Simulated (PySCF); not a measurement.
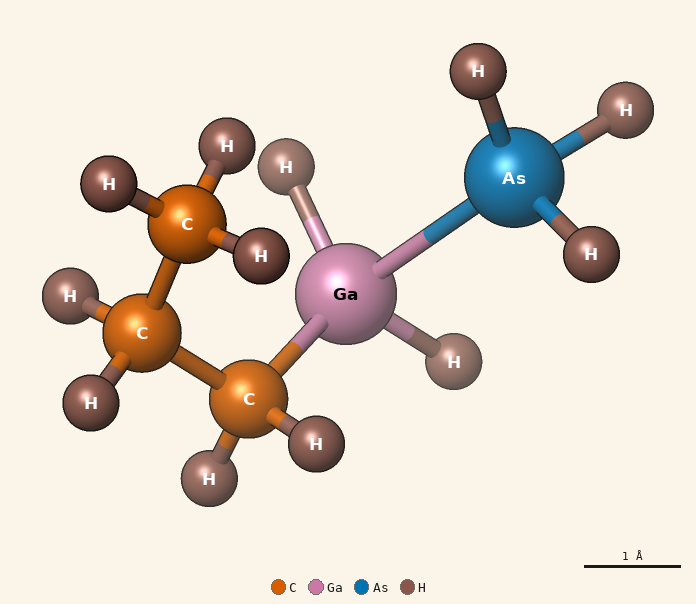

Distant atoms are faded towards the background colour. The geometry was computed by an optimisation with PBE0-D3(BJ)/def2-SVP. No frequency run is at hand to confirm it as a minimum. Masses are those of the most abundant isotopes; constants are for the rigid equilibrium geometry.

Q: What kind of rotor is it, and what are its rotational constants in cm⁻¹?

A: An asymmetric top (C1): A = 0.0734, B = 0.0370, C = 0.0266 cm⁻¹. Ray's parameter κ is −0.56, nearer the prolate limit.
